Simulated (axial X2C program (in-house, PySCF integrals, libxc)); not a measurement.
**HMoH: bond lengths and stretches, held linear**

How do method and spin–orbit coupling move the bonds and stretches of HMoH, held linear?

The runs use an in-house X2C program for linear molecules on PySCF integrals; all-electron X2C, two-component (2c) or spin-free, H dyall-v3z, Mo dyall-v3z.

All values are calculated.

2 further runs of the same task are left out: 2 set aside as unsound or not needed.

## Step 1: Input

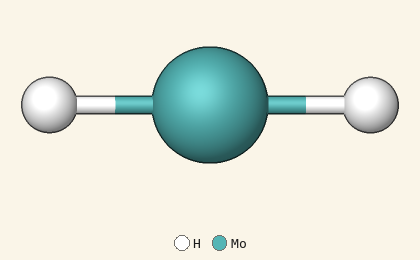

The atoms on one line, bonds 1.700 and 1.700 Å (hydrogen white, molybdenum teal).

Contents of task.json:

```json
{"zs": [1, 42, 1], "q": 0, "bas": ["dyall-v3z", "dyall-v3z", "dyall-v3z"], "r0": [1.7, 1.7], "symm": 1, "scan": ["PBE0", "HF", "LDA"], "levels": ["PBE0", "HF", "BHandHLYP"], "nst": 2}
```

Keys: zs atomic numbers; q charge; bas basis sets; r0 starting distance in Å; symm equal bonds; scan levels of the two-bond scan (MP2 follows by itself at each HF point); levels methods; nst determinants followed.

Started as:

```
python solin.py task.json out
```

Masses H 1.008, Mo 97.905, H 1.008 u.

## Step 2: Scan at PBE0, 2c

State: Ω = 2 (beyond evenly filled blocks: ω = -1/2, ω = 5/2). Energies above the lowest point, from the job's result record:

```csv
r(H–Mo) (Å),r(Mo–H) (Å),E (meV)
1.7872,1.7872,23.87
1.7872,1.8330,9.30
1.7872,1.8788,12.78
1.8330,1.7872,9.30
1.8330,1.8330,0.00
1.8330,1.8788,8.45
1.8330,1.9246,31.85
1.8788,1.7872,12.78
1.8788,1.8330,8.45
1.8788,1.8788,21.57
1.9246,1.8330,31.85
1.9246,1.9246,81.35
```

A quadratic surface with cubic terms in each bond gives the minimum at 1.833 and 1.833 Å, force constants 1.34, 1.34 and coupling 0.36 mdyn/Å.

## Step 3: Scan at HF, 2c

State: Ω = 2 (beyond evenly filled blocks: ω = -1/2, ω = 5/2). Energies above the lowest point, from the job's result record:

```csv
r(H–Mo) (Å),r(Mo–H) (Å),E (meV)
1.7872,1.7872,95.19
1.7872,1.8330,56.75
1.7872,1.8788,40.05
1.8330,1.7872,56.75
1.8330,1.8330,22.34
1.8330,1.8788,9.40
1.8330,1.9246,14.84
1.8788,1.7872,40.05
1.8788,1.8330,9.40
1.8788,1.8788,0.00
1.9246,1.8330,14.84
1.9246,1.9246,20.64
```

A quadratic surface with cubic terms in each bond gives the minimum at 1.879 and 1.879 Å, force constants 1.4, 1.4 and coupling 0.27 mdyn/Å.

## Step 4: Scan at MP2, 2c

State: Ω = 2 (beyond evenly filled blocks: ω = -1/2, ω = 5/2). Energies above the lowest point, from the job's result record:

```csv
r(H–Mo) (Å),r(Mo–H) (Å),E (meV)
1.7872,1.7872,10.89
1.7872,1.8330,3.05
1.7872,1.8788,14.18
1.8330,1.7872,3.05
1.8330,1.8330,0.00
1.8330,1.8788,15.62
1.8330,1.9246,47.06
1.8788,1.7872,14.18
1.8788,1.8330,15.62
1.8788,1.8788,35.45
1.9246,1.8330,47.06
1.9246,1.9246,110.00
```

A quadratic surface with cubic terms in each bond gives the minimum at 1.820 and 1.820 Å, force constants 1.47, 1.47 and coupling 0.32 mdyn/Å.

## Step 5: Comparison

| level | r(H–Mo) (Å) | r(Mo–H) (Å) | lower stretch (cm⁻¹) | upper stretch (cm⁻¹) |
| --- | --- | --- | --- | --- |
| PBE0, 2c | 1.833 | 1.833 | 1299.8 | 1690.5 |
| HF, 2c | 1.879 | 1.879 | 1394.0 | 1677.2 |
| MP2, 2c | 1.820 | 1.820 | 1406.0 | 1738.3 |
| PBE0, spin-free | 1.833 | 1.833 | 1301.1 | 1691.5 |
| HF, spin-free | 1.878 | 1.878 | 1395.2 | 1677.9 |
| MP2, spin-free | 1.820 | 1.820 | 1407.3 | 1739.1 |

Scans not shown above were run alike.

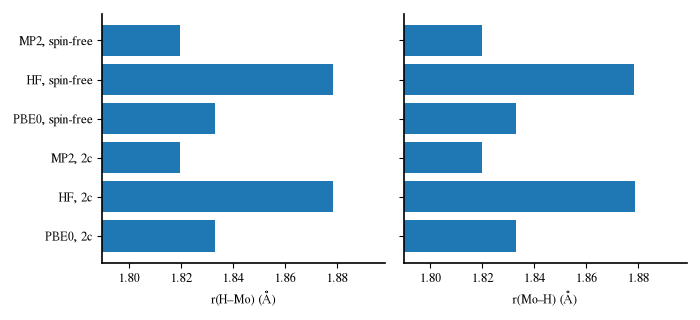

The two bond lengths by level.

**Reading.** Over the levels the H–Mo bond spans 1.820 to 1.879 Å and the Mo–H bond 1.820 to 1.879 Å. At PBE0 spin–orbit coupling leaves both bonds unchanged to 0.001 Å. Each state is one determinant, the lowest of a limited PBE0 search; the stretches come from a fit to few points and are good to some per cent at best. The stretches are sorted by size, and where the two bonds are alike the symmetric and antisymmetric modes can swap order between levels. MP2 freezes inner shells (threshold -2 hartree). The molecule was held linear; bending was not examined, so a bent shape may lie lower. Open-shell Ω = 0 determinants with evenly filled partner blocks cannot be reached by this program, so the Ω shown need not be the lowest component. Note: several unpaired electrons, one determinant need not be a pure state.
